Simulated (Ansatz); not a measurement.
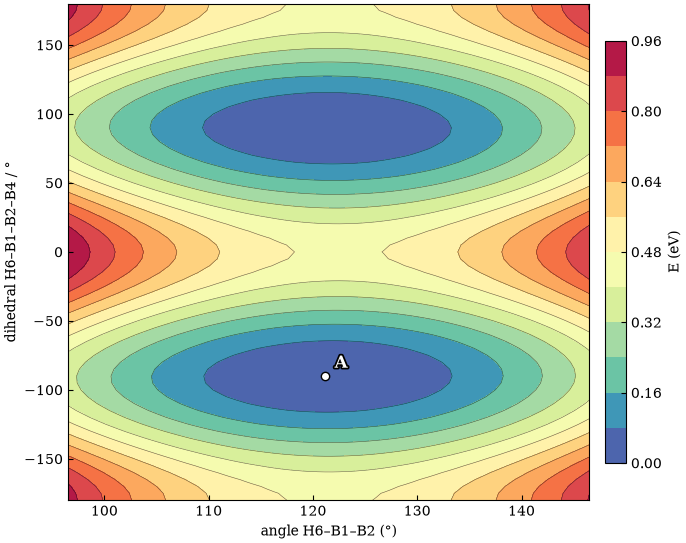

B₃Cl₂H₃, SMILES BB(Cl)BCl. First axis: angle H6–B1–B2. Second axis: dihedral H6–B1–B2–B4. Nothing is relaxed (all other coordinates rigid). The grid has 13 × 12 points. Points are written as (first, second). All energies are given in eV relative to the lowest grid point. Theory: RKS PBE0-D4/def2-TZVP in Ansatz.

Drawn: filled contours, the point A. Between grid points the surface is interpolated.

> What is the easiest way out of the well at A, and how high is the barrier?

The easiest path leads from the well at (121.5°, −90°) to a well of about the same depth at (121.5°, 90°). Its highest point lies about 0.47 eV above the bottom of the first well on the interpolated surface, at (121.5°, −180°). The start is the relaxed structure and all else is held, so a fully relaxed path at this level can only be lower.

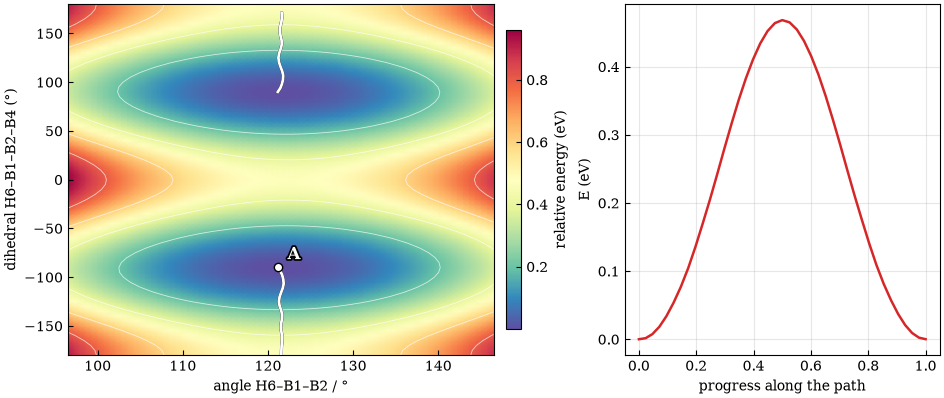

Drawn: a smooth colour map with a few white contour lines, a line along the lowest path, the energy along the path at the right. Between grid points the surface is interpolated.
